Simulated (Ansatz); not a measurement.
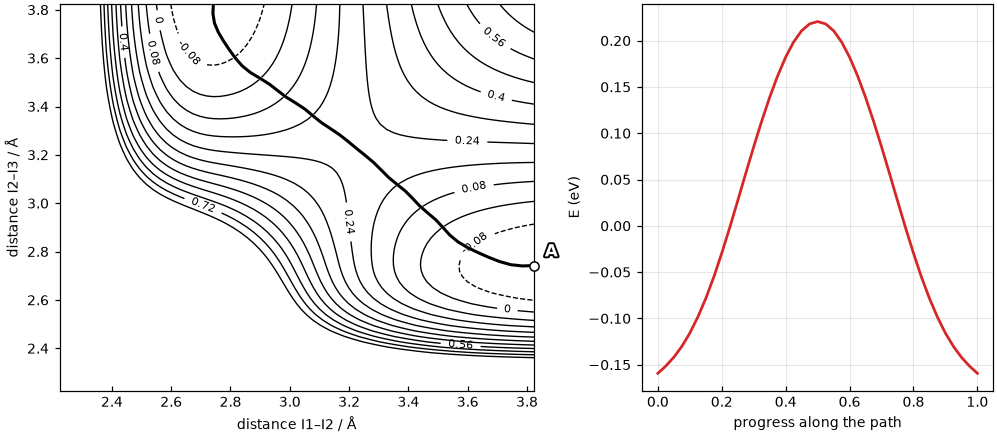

The system I⁻ + I₂. The first coordinate is: distance I1–I2; the second: distance I2–I3. Nothing is relaxed (the angle I1–I2–I3 is fixed at 90 degrees). Grid: 10 × 10 points; 55 points were computed and 45 follow by symmetry. Energies are in eV, from I with charge -1 far from the relaxed II (each part in its own basis). The reference is spin-restricted, so regions where a bond is pulled apart into radicals lie too high. Method: RKS PBE0-D4/def2-SVPD in Ansatz.

In the figure: contour lines labelled in eV (none above 0.8), a line along the lowest path, the energy along the path at the right, the start A. Between grid points the surface is interpolated.

Question: Describe the path and its barrier.

Answer: The easiest path runs from the side where the first distance is long, about distance I1–I2 = 3.82 Å, distance I2–I3 = 2.74 Å, to the side where the second distance is long, about distance I1–I2 = 2.74 Å, distance I2–I3 = 3.82 Å. Its highest point, at about distance I1–I2 = 3.23 Å, distance I2–I3 = 3.23 Å, lies about 0.38 eV above the start and 0.38 eV above the end on the interpolated surface. An end on the edge of the scan is no minimum, so the barrier from there is a lower bound.
